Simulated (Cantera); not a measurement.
Feed: 1 mol trisilylamine, 0.91 mol N₂, 5.6 mol H₂, at 0.0150 bar.

Cantera equilibrium calculation (NASA polynomials, part measured and part estimated; ideal gas, pure solids and liquids). Candidate condensed phases: Si, Si₃N₄; 18 gas species. The feed counts by its element totals alone. Mutual solubility and eutectic melting of coexisting phases are not modelled. The tables' values for SiN are old estimates; treat these amounts as uncertain. Gases not in the tables: Si₂H₆ and higher silanes. Equilibrium is a limit: real reactors are often held back by kinetics, nucleation or transport.

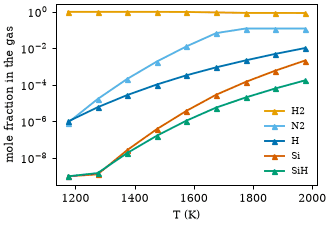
*Equilibrium gas composition (values under 1e-9 drawn at 1e-9)*

From 1175 K to 1675 K the condensed part is Si(s) + Si₃N₄(s). From 1775 K to 1975 K the condensed part is Si(l).
